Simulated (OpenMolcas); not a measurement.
# CH7BSi2 (SMILES CB1[SiH2][SiH2]1) at 6 levels

Wanted: a comparison of 6 runs (HF/STO-3G, HF/6-31G*, B3LYP/6-31G*, BLYP/6-31G*, M06-L/6-31G*, revPBE/6-31G*) of CH7BSi2. 

Program for the calculation: OpenMolcas 26.06.

**1. The system as given**

CH7BSi2: 11 atoms, total charge 0, spin state singlet. As SMILES, `CB1[SiH2][SiH2]1`. The shape is that of a PBE0-D4/def2-TZVP optimisation.

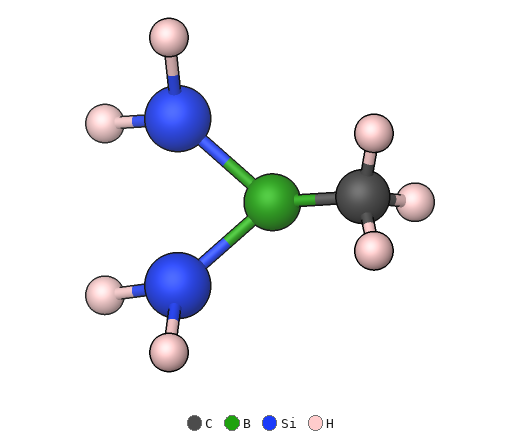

The structure, seen from a chosen angle (carbon dark grey, boron green, silicon blue, hydrogen pink).

**2. Energy and forces at HF/STO-3G (run 1)**

The input, job.input:

```
* CH7BSi2 Hartree-Fock

&GATEWAY
  BASLIB=$CurrDir
  BASISSET
  C.STO-3G....
  C1 -0.263900 1.793500 0.099500 angstrom
  End of Basis
  BASISSET
  B.STO-3G....
  B2 -0.450600 0.243000 -0.016600 angstrom
  End of Basis
  BASISSET
  Si.STO-3G....
  Si3 0.018800 -1.148600 1.199400 angstrom
  Si4 0.210300 -0.982900 -1.318800 angstrom
  End of Basis
  BASISSET
  H.STO-3G....
  H5 0.165600 2.121800 1.048800 angstrom
  H6 -1.271300 2.229100 0.051100 angstrom
  H7 0.301000 2.238000 -0.723000 angstrom
  H8 -0.479200 -2.541300 1.107000 angstrom
  H9 0.876900 -0.975400 2.403900 angstrom
  H10 1.239000 -0.662800 -2.346600 angstrom
  H11 -0.281200 -2.371200 -1.484200 angstrom
  End of Basis

&SEWARD

&SCF
  THRESHOLDS=1e-10 1e-07 1e-07 1e-05
  PRORBITALS=0

&ALASKA
```

The basis set STO-3G is read from a file made from the Basis Set Exchange's data (not shown).

Started as:

```sh
$ export MOLCAS_MEM=1860
$ pymolcas job.input > job.log
```

Standard output:

```text
--- Start Module: gateway ---
[...]
--- Stop Module: gateway /rc=_RC_ALL_IS_WELL_ ---
[...]
      Basis functions           35
[...]
--- Start Module: scf ---
[...]
       Convergence after  12 Iterations
[...]
::    Total SCF energy                               -636.9321369819
[...]
      Total spin, S                                     0.0000000000
[...]
      Total electronic charge=   46.000000
      Total            charge=   -0.000000
[...]
      Dipole Moment (debye):
      Origin of the operator (angstrom)=   -0.0135   -0.4115   -0.0264
                   X=  1.4219E-01               Y= -5.7458E-01               Z= -2.8507E-02           Total=  5.9260E-01
      Quadrupole Moment (debye*angstrom):
[...]
--- Stop Module: scf /rc=_RC_ALL_IS_WELL_ ---
--- Start Module: alaska ---
[...]
 *              Molecular gradients               *
 **************************************************
  Irreducible representation: a
 ------------------------------------------------------------------------------------------
                              X                       Y                       Z
 ------------------------------------------------------------------------------------------
  C1                6.13428318742661E-03   -1.25622391245850E-02   -4.13731529209538E-04
  B2               -7.00815367934826E-03    5.17534650992202E-02    2.80955135964025E-03
  SI3              -1.13563856697754E-02    2.40799749914000E-03    2.39017346336272E-02
  SI4              -7.74348749373788E-03    5.68515155651017E-03   -2.48458201321409E-02
  H5                4.01292575553214E-04    1.10950106332997E-03    6.69252801384745E-03
  H6               -8.28939298993392E-03    9.97663785252012E-04   -5.64402340674480E-04
  H7                1.35622725942741E-03    1.91131428185498E-03   -6.28884403595986E-03
  H8               -6.98378251708420E-03   -3.13589852399598E-02   -6.22444125855776E-03
[...]
--- Stop Module: alaska /rc=_RC_ALL_IS_WELL_ ---
[...]
```

Wall time 3.3 s (1 thread of Intel Xeon Platinum 8259CL at 2.50GHz (Skylake/Cascade Lake), shared host); peak memory 0.37 GiB.

**3. Energy and forces at HF/6-31G(d) (spherical functions) (run 2)**

The input, run.input:

```
&GATEWAY
  BasLib
  $CurrDir
  BasisSet
  C.6-31Gs....
  C1 -0.263900 1.793500 0.099500 angstrom
  End of Basis
  BasisSet
  B.6-31Gs....
  B2 -0.450600 0.243000 -0.016600 angstrom
  End of Basis
  BasisSet
  Si.6-31Gs....
  Si3 0.018800 -1.148600 1.199400 angstrom
  Si4 0.210300 -0.982900 -1.318800 angstrom
  End of Basis
  BasisSet
  H.6-31Gs....
  H5 0.165600 2.121800 1.048800 angstrom
  H6 -1.271300 2.229100 0.051100 angstrom
  H7 0.301000 2.238000 -0.723000 angstrom
  H8 -0.479200 -2.541300 1.107000 angstrom
  H9 0.876900 -0.975400 2.403900 angstrom
  H10 1.239000 -0.662800 -2.346600 angstrom
  H11 -0.281200 -2.371200 -1.484200 angstrom
  End of Basis

&SEWARD

&SCF
  Thresholds
  1e-10 1e-07 1e-07 1e-05
  PrOrbitals
  1 2

&ALASKA
```

The basis set 6-31G* is read from a file made from the Basis Set Exchange's data (not shown).

Started as:

```sh
$ export MOLCAS_MEM=1860
$ pymolcas run.input > run.log
```

Standard output:

```text
--- Start Module: gateway ---
[...]
--- Stop Module: gateway /rc=_RC_ALL_IS_WELL_ ---
[...]
      Basis functions           78
[...]
--- Start Module: scf ---
[...]
       Convergence after  13 Iterations
[...]
::    Total SCF energy                               -644.3615057037
[...]
      Total spin, S                                     0.0000000000
[...]
      Total electronic charge=   46.000000
      Total            charge=   -0.000000
[...]
      Dipole Moment (debye):
      Origin of the operator (angstrom)=   -0.0135   -0.4115   -0.0264
                   X= -1.2777E-01               Y=  2.2527E-01               Z=  3.7074E-03           Total=  2.5901E-01
      Quadrupole Moment (debye*angstrom):
[...]
--- Stop Module: scf /rc=_RC_ALL_IS_WELL_ ---
[...]
--- Start Module: alaska ---
[...]
 *              Molecular gradients               *
 **************************************************
  Irreducible representation: a
 ------------------------------------------------------------------------------------------
                              X                       Y                       Z
 ------------------------------------------------------------------------------------------
  C1                1.48691694132181E-03   -1.34749373556442E-02   -8.16668608001170E-04
  B2                4.84240731631935E-03    3.87696536965088E-03    5.83449768301311E-04
  SI3              -4.95168656107342E-03    8.62839783821823E-03   -8.50036618480488E-03
  SI4              -6.32895739794170E-03    7.55135600000312E-03    8.68688482450075E-03
  H5                1.16878786159247E-03    9.90920409106977E-04    4.54867939109826E-03
  H6               -4.61186744435205E-03    1.14172901750687E-03   -2.75021156755983E-04
  H7                1.80178996801250E-03    1.51975463120402E-03   -4.10152962404098E-03
  H8               -1.85059345088945E-04   -5.32691797411822E-03   -1.95809286977919E-03
[...]
--- Stop Module: alaska /rc=_RC_ALL_IS_WELL_ ---
[...]
```

Wall time 13 s (1 thread of Intel Xeon Platinum 8259CL at 2.50GHz (Skylake/Cascade Lake), shared host); peak memory 0.44 GiB.

Runs 3 to 5 aren't shown in full; the table further down has their settings and results.

**4. Energy and gradient at revPBE/6-31G(d) (spherical functions) (run 6)**

The input, calc.input:

```
* CH7BSi2 Kohn-Sham DFT

&GATEWAY
  BasLib=$CurrDir
  Coord
  11
  bohr
  C     -0.49869872     3.38922380     0.18802775
  B     -0.85151059     0.45920345    -0.03136945
  Si     0.03552685    -2.17053943     2.26653751
  Si     0.39740940    -1.85741181    -2.49217081
  H      0.31293865     4.00962089     1.98194476
  H     -2.40240882     4.21238850     0.09656500
  H      0.56880756     4.22920707    -1.36627199
  H     -0.90555676    -4.80236100     2.09192682
  H      1.65710084    -1.84323886     4.54271263
  H      2.34137067    -1.25251048    -4.43443132
  H     -0.53139099    -4.48091859    -2.80473151
  Basis=6-31Gs
  Group=NoSym

&SEWARD
  GridInput
  Grid=UltraFine
  End of Grid

&SCF
  KSDFT=revPBE
  Thresholds=1e-10 1e-07 1e-07 1e-05
  PrOrbitals=0

&ALASKA
```

The basis set 6-31G* is read from a file made from the Basis Set Exchange's data (not shown).

Started as:

```sh
$ export MOLCAS_MEM=1860
$ pymolcas calc.input > calc.log
```

Standard output:

```text
--- Start Module: gateway ---
[...]
--- Stop Module: gateway /rc=_RC_ALL_IS_WELL_ ---
[...]
      Basis functions           78
[...]
--- Start Module: scf ---
[...]
       Convergence after  17 Iterations
[...]
::    Total KS-DFT energy                            -645.9013880910
[...]
      Total spin, S                                     0.0000000000
[...]
      Total electronic charge=   46.000000
      Total            charge=   -0.000000
[...]
      Dipole Moment (debye):
      Origin of the operator (angstrom)=   -0.0135   -0.4115   -0.0264
                   X=  3.0974E-02               Y=  3.9663E-01               Z=  2.7444E-02           Total=  3.9879E-01
      Quadrupole Moment (debye*angstrom):
[...]
--- Stop Module: scf /rc=_RC_ALL_IS_WELL_ ---
[...]
--- Start Module: alaska ---
[...]
 *              Molecular gradients               *
 **************************************************
  Irreducible representation: a
 ------------------------------------------------------------------------------------------
                              X                       Y                       Z
 ------------------------------------------------------------------------------------------
  C1               -5.81777760117651E-04   -3.37635353232280E-04   -1.13151902420616E-04
  B2                4.52810897566458E-03   -1.56580090734604E-03    2.08095155571832E-04
  SI3               1.17963927682063E-03    7.73129693163455E-04   -3.47344023180440E-03
  SI4               5.97435096256760E-04    3.42747534630483E-04    3.67565008755477E-03
  H5               -3.00751931381038E-03   -2.80169648024153E-03   -6.58703443675090E-03
  H6                6.83462554079872E-03   -3.22828936407471E-03    3.12950460099715E-04
  H7               -3.97321171564458E-03   -3.64342342665869E-03    5.68471179662655E-03
  H8                1.43706516706987E-03    5.74185722107767E-03   -6.83030517672878E-04
[...]
--- Stop Module: alaska /rc=_RC_ALL_IS_WELL_ ---
[...]
```

Run time: 68 s. Hardware: 1 thread of Intel Xeon Platinum 8259CL at 2.50GHz (Skylake/Cascade Lake), shared host; peak memory 0.44 GiB.

**5. The series**

| run | level | integration grid | energy (Eh) | dipole moment (D) | HOMO energy (eV) | LUMO energy (eV) | wall time |
| --- | --- | --- | --- | --- | --- | --- | --- |
| 1 | HF/STO-3G | – | -636.932137 | 0.59 | -4.68 | 7.34 | 3.3 s |
| 2 | HF/6-31G* (spherical functions) | – | -644.361506 | 0.26 | -8.02 | 1.97 | 13 s |
| 3 | B3LYP/6-31G* (spherical functions) | UltraFine | -646.082823 | 0.33 | -6.17 | -1.42 | 59 s |
| 4 | BLYP/6-31G* (spherical functions) | UltraFine | -645.974256 | 0.40 | -5.32 | -1.93 | 63 s |
| 5 | M06-L/6-31G* (spherical functions) | UltraFine | -646.030970 | 0.32 | -5.66 | -1.95 | 80 s |
| 6 | revPBE/6-31G* (spherical functions) | UltraFine | -645.901388 | 0.40 | -5.53 | -2.14 | 68 s |

**6. Outcome**

```
                       quantity          value
            run 6: total energy  -645.90139 Eh
           run 6: dipole moment         0.40 D
             run 6: HOMO energy       -5.53 eV
             run 6: LUMO energy       -2.14 eV
           run 6: HOMO–LUMO gap        3.39 eV
run 6: largest force on an atom     0.403 eV/Å
```

The dipole moment (its size) runs from 0.26 D (HF/6-31G*) to 0.59 D (HF/STO-3G). The two dipoles point in opposite directions. The HOMO–LUMO gap runs from 3.39 eV (BLYP/6-31G*) to 12.02 eV (HF/STO-3G). The two ends differ in method and basis. Totals of different functionals can't be ranked against each other. In run 1 the basis is minimal, so the values are rough. All runs together took 4.8 min, the longest 80 s.
